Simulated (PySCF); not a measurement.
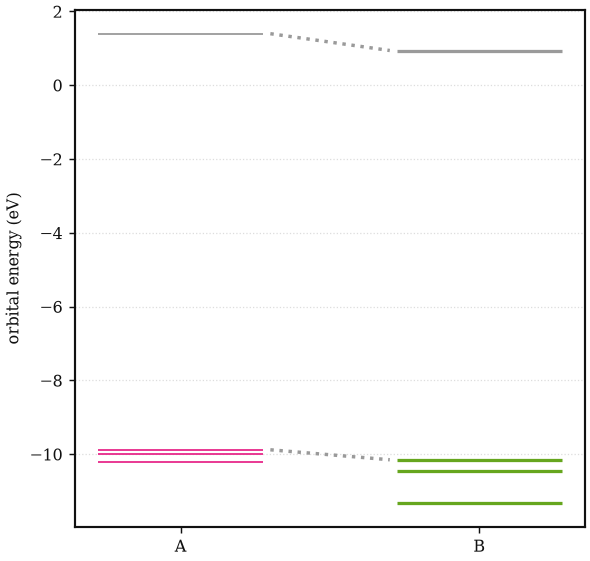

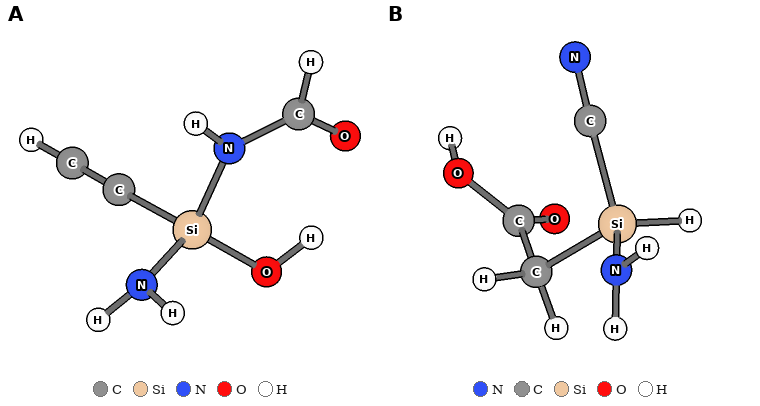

Related molecules: A is C₃H₆N₂O₂Si, SMILES C#C[Si@@](N)(O)NC=O; B is C₃H₆N₂O₂Si, SMILES N#C[Si@@H](N)CC(=O)O. Frontier orbital energies, ωB97X-D/def2-SVPD, PySCF 2.14.0, at a GFN2-xTB geometry (no frequency check); drawn are at most three filled levels and, in grey, the LUMO with any level within 0.03 eV of it; dotted lines join the HOMOs and the LUMOs.

> What does the change do to the frontier levels?

From A to B the HOMO falls by 0.27 eV and the LUMO falls by 0.46 eV, so the separation goes from 11.28 to 11.09 eV.

Limits of at least one run: empty levels above zero depend strongly on the basis; one conformer of a flexible molecule; the tight-binding geometry is rougher than a DFT one and adds to the error.
